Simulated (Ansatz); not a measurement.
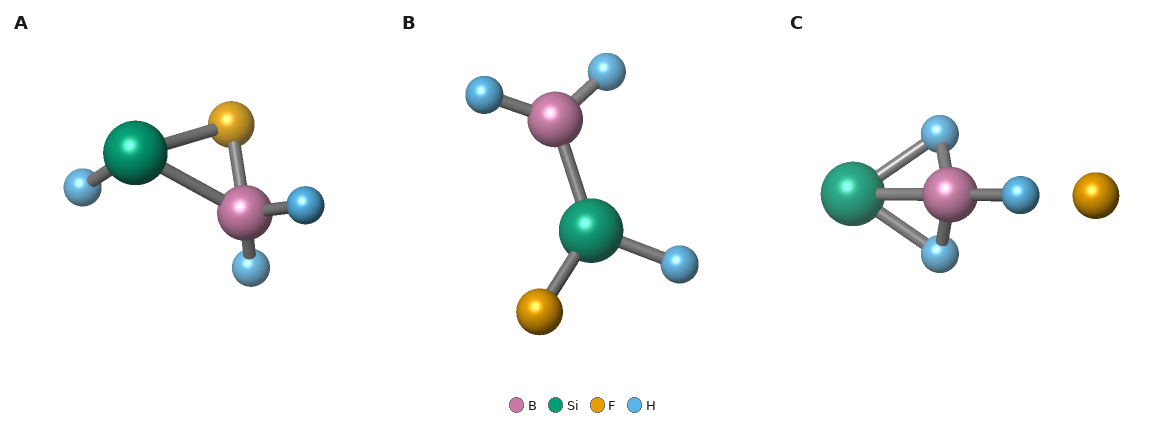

3 stationary structures of one formula. Charge −1, singlet. Geometries: PBE0-D4/def2-TZVPD. Electronic energies: PBE-D4/def2-TZVPPD (Ansatz 0.2.0), without zero-point energy. No frequency run is at hand to confirm each as a minimum.

> Rank them by energy, lowest first.

B is lowest (C1); A lies 22.4 kcal/mol above it (C1), C lies 61.0 kcal/mol above it.
